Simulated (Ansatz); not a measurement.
CsPbBr3 under a change: Pb on a Br site (antisite), symmetric start

The parent structure is a 20-atom supercell of CsPbBr₃ in the cubic perovskite structure (space group Pm-3m, No. 221; a = 5.8721 Å) at its relaxed geometry.

It is then changed as follows: one Br atom is replaced by Pb, atoms relaxed at fixed cell.

All numbers come from PBEsol (Ansatz, an electronic-structure program), scalar-relativistic without spin-orbit coupling, earlier PAW set. Γ-centred 3×3×3 mesh, Fermi–Dirac width 0.01 eV.

The gap of the supercell goes from 1.44 eV to zero and the total moment of the cell amounts to 1.7 μB. The largest displacement of a host atom from its site in the perfect cell is 0.37 Å and the mean distance from the defect site to its nearest host atoms grows by 0.06 Å, from 2.94 Å to 3.00 Å.

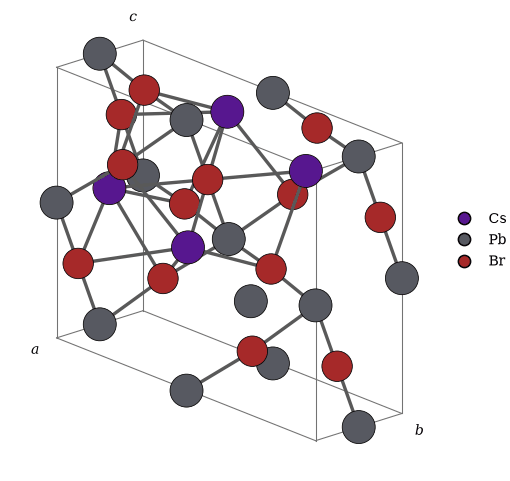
The relaxed cell after the change

Cost of the whole job for the changed cell (relaxation, final SCF and bands): around 14 core-minutes (rough).

The magnetic state is the one reached from the starting moments; the real material's order can differ, and small cells can't hold many antiferromagnetic ones. The cell is small, so the values are those of an ordered compound at a high defect concentration; dilute-limit values will differ. A case with no gap was solved on a k-mesh chosen for an insulator, which is coarse for it. The defect started on the symmetric site and kept its symmetry, so it may sit on a saddle. With Pb present, leaving out spin-orbit coupling can change the band edges. Many cubic perovskites are stable only at high temperature; tilts and polar distortions were not tested. The defect cell is spin-polarised and ends with 1.7 μB, a fractional moment that hangs on the mesh and smearing. This is not the structure that CsPbBr3 has at room temperature and ambient pressure.
